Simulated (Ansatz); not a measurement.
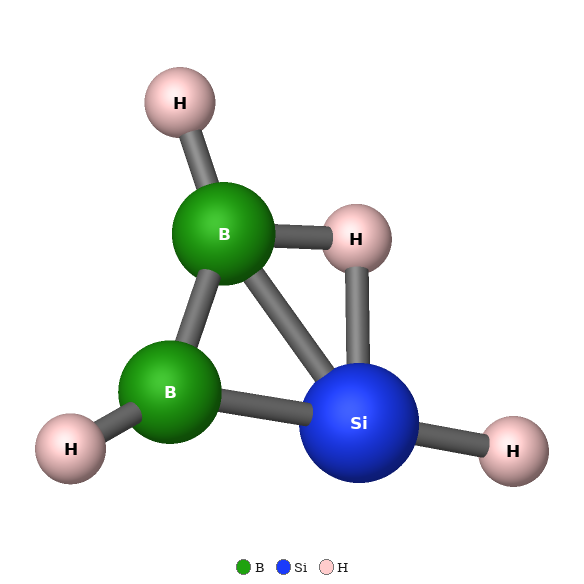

Starting geometry of the run.

Input file:

```yaml
crystal:
  periodic: [false, false, false]
  atoms:
    - {symbol: B, position_ang: [-0.413206, 1.066518, -0.038049]}
    - {symbol: Si, position_ang: [-0.711646, -0.609840, -0.696255]}
    - {symbol: B, position_ang: [0.700642, 0.038284, 0.518618]}
    - {symbol: H, position_ang: [-0.978609, -1.967315, -1.247912]}
    - {symbol: H, position_ang: [-0.778247, 2.188503, -0.016919]}
    - {symbol: H, position_ang: [1.660171, 0.015312, 1.222729]}
    - {symbol: H, position_ang: [0.607252, -1.191621, 0.128322]}
basis:
  gaussian: {orbitals: def2-TZVPP}
hamiltonian: {xc: {name: B3LYP}, dispersion: d4}
```

Command:

```sh
ansatz run in.yaml --threads 2 --pin off --events-out ev --progress --plain --max-ram 4352MiB
```

Output:

```
Functional definition: B3LYP
  name "B3LYP"
  cite "Stephens, Devlin, Chabalowski & Frisch, J. Phys. Chem. 98, 11623 (1994) doi:10.1021/j100096a001"
  cite "Becke, Phys. Rev. A 38, 3098 (1988) doi:10.1103/PhysRevA.38.3098"
  cite "Lee, Yang & Parr, Phys. Rev. B 37, 785 (1988) doi:10.1103/PhysRevB.37.785"
  cite "Vosko, Wilk & Nusair, Can. J. Phys. 58, 1200 (1980) doi:10.1139/p80-159"
  parameter a0 = 0.2
  parameter ax = 0.72
  parameter ac = 0.81
  exchange = (1 - a0 - ax)*slater_x + ax*b88_x + a0*exact_x
  correlation = (1 - ac)*vwn_rpa_c + ac*lyp_c
865 factors; their error is unknown
mean field evaluation 1: about -9285.8098 eV, gradient 5.0e1 eV
mean field evaluation 2: about -9257.0140 eV, gradient 9.5e1 eV
mean field evaluation 4: about -9294.1110 eV, gradient 6.5e0 eV
mean field evaluation 8: about -9294.2550 eV, gradient 1.7e-1 eV
mean field evaluation 16: about -9294.2605 eV, gradient 5.0e-5 eV
mean field -9294.26051232 eV, -341.5577739518 hartree, gradient 5.0e-5 eV, S^2 0.000000; 0 other end points of the search recorded, 0 dependent functions left out
reference -9294.26075959 eV, -341.5577830388 hartree; 14, 14 occupied and 146, 146 virtual orbitals, 865 factors
Total energy: -9294.44429226 eV, -341.5645277401 hartree
```
